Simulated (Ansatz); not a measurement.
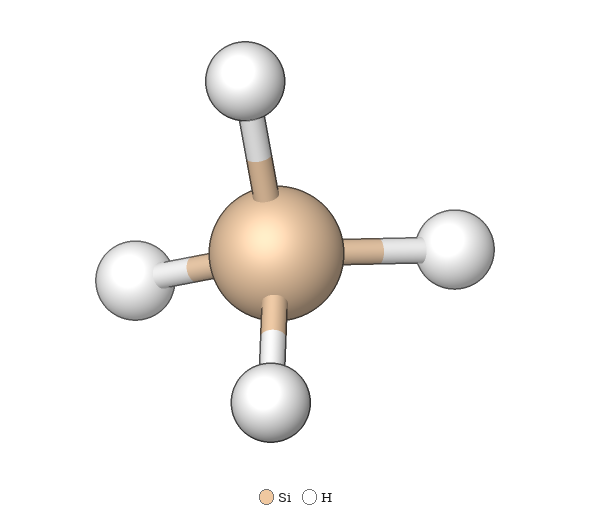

A ball-and-stick model of a molecule.

The computed structure is the end point of a PBE0-D4/def2-TZVP optimisation.

Identify the structure.

It has 5 atoms: 1 silicon and 4 hydrogen (SiH₄). The point group is Td. Coordination: 1 Si tetrahedral.

The parts below concern this one geometry. Atoms keep their numbers from picture to picture.

**Electronic properties**

Properties computed with RKS PBE0-D4/def2-TZVPP (Ansatz 0.2.0).

Question: Estimate the HOMO energy (Kohn–Sham orbital).

Answer: −9.86 eV.

Question: What is the HOMO–LUMO gap?

Answer: 10.92 eV.

**Thermal motion**

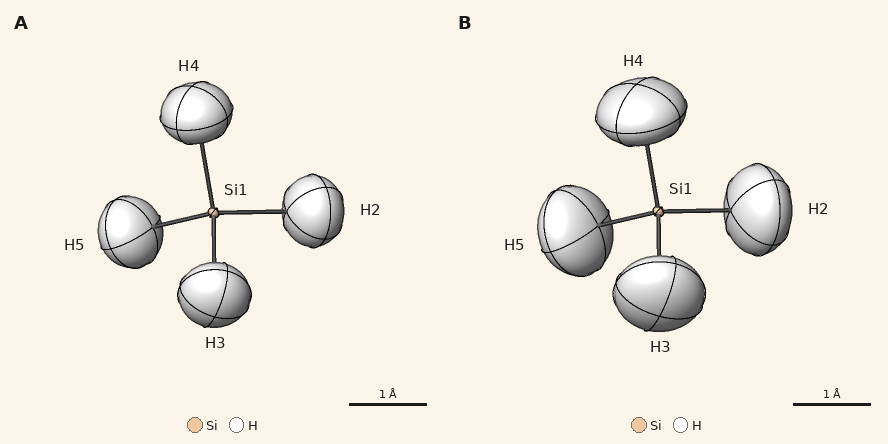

Displacement ellipsoids at the 50 % level, scaled by 3, from the internal vibrations of the free molecule (harmonic, no overall translation or rotation; no half-axis is drawn under 0.075 Å). Vibrations computed with RKS PBE0-D4/def2-TZVP (Ansatz 0.2.0). One panel is for 200 K, the other for 900 K.

Question: Which panel is for 900 K?

Answer: B.

Question: How much does the mean-square displacement of H5 grow, and why?

Answer: U_eq goes from 0.0095 to 0.0138 Å², a factor of 1.4. The lowest modes (from 907 cm⁻¹) begin to be excited.

**Charges**

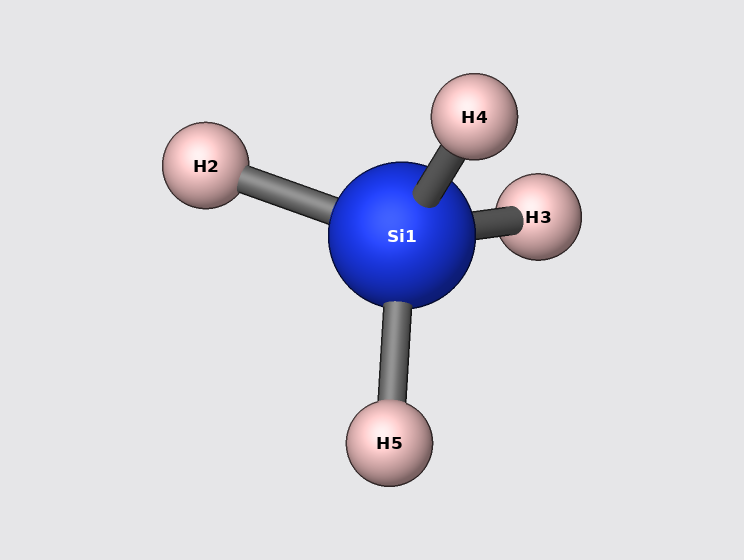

The questions are on Mulliken charges. Properties computed with RKS PBE0-D4/def2-TZVP (Ansatz 0.2.0).

Give the Mulliken charges atom by atom.

```json
{"atom": "Si1", "value (e)": "0.07"}
{"atom": "H2", "value (e)": "−0.02"}
{"atom": "H3", "value (e)": "−0.02"}
{"atom": "H4", "value (e)": "−0.02"}
{"atom": "H5", "value (e)": "−0.02"}
```

Mulliken values depend strongly on the basis set and can even reverse the polarity of a bond.
